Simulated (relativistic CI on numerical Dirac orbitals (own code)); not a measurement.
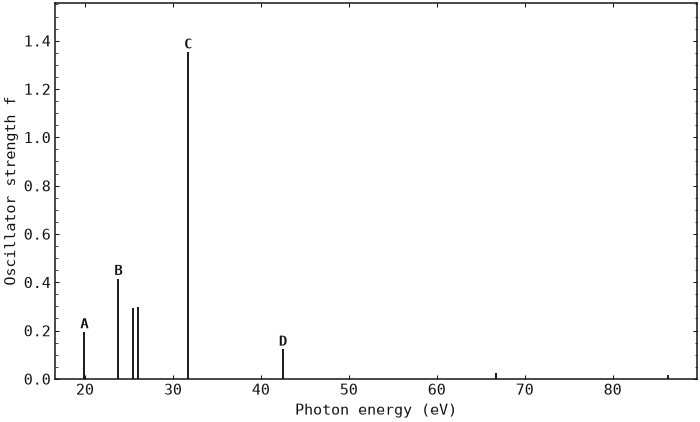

Computed spectrum: absorption lines from the lowest level (oscillator strengths f) of an atom or ion with 31 electrons. Method of calculation: relativistic CI on Dirac orbitals, KLI exchange-only orbitals, Breit term, model QED, valence Slater integrals scaled by 0.9, configurations shifted onto measured levels.

Identify the ion and assign the lettered lines.

Answer. Rb VII (Rb⁶⁺). A: 4s 4p² ²D₃/₂ ← 4s² 4p ²P°₁/₂, 19.93 eV, f = 0.19; B: 4s 4p² ²S₁/₂ ← 4s² 4p ²P°₁/₂, 23.80 eV, f = 0.42; C: 4s² 4d ²D₃/₂ ← 4s² 4p ²P°₁/₂, 31.73 eV, f = 1.4; D: 4s² 5s ²S₁/₂ ← 4s² 4p ²P°₁/₂, 42.50 eV, f = 0.12.

Limits of the model: shifts are fitted to measured levels, configurations with none paired borrow a shift and can be misplaced by tens of thousands of cm⁻¹; one shift a configuration: terms inside it, and wavelengths, can be off by thousands of cm⁻¹; only a limited list of configurations is included, so lower levels can be missing; only lines among the lowest 305 of 438 levels are drawn, so those from 4p 4d² are incomplete.
